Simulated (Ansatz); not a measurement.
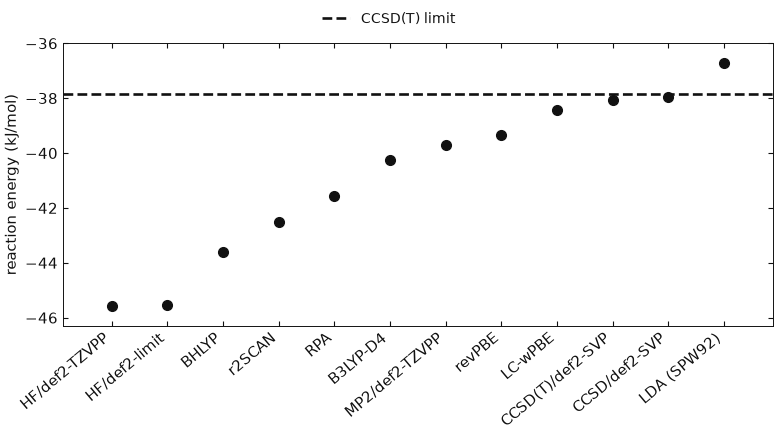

Electronic reaction energy of SiNH₅S₂ (N[SiH2]SS) + H₂O (O) → SiH₄S₂O (O[SiH2]SS) + NH₃ (N) (SMILES in brackets) at several levels (functionals in def2-TZVPP unless a basis is named), isolated molecules at PBE0-D4 triple-zeta geometries, minima by their frequencies, no zero-point or thermal terms, the Ansatz code. The line is frozen-core CCSD(T) at the basis limit (MP2 extrapolated from triple and quadruple zeta, plus CCSD(T) less MP2 in a smaller set). RPA holds a correlation term that converges slowly with the basis, so part of the distance to the limit is basis error. No dispersion term is added to BHLYP, r2SCAN, revPBE and LC-wPBE. The distance of MP2/def2-TZVPP, CCSD(T)/def2-SVP and CCSD/def2-SVP to the limit includes basis error.

### What do zero-point energy and temperature add?

Zero-point change 3.0 kJ/mol; at 298.15 K and 1 bar the CCSD(T) limit plus thermal terms gives an enthalpy of reaction of −36.0 and a free energy of −35.0 kJ/mol (harmonic PBE0-D4 modes, ideal gas).

### Which level comes closest to the line (CCSD(T) limit), and which misses most?

Closest CCSD/def2-SVP (−38.0 kJ/mol), against −37.8 kJ/mol; farthest HF/def2-TZVPP (−45.6 kJ/mol).

Note: one conformer of each flexible molecule.
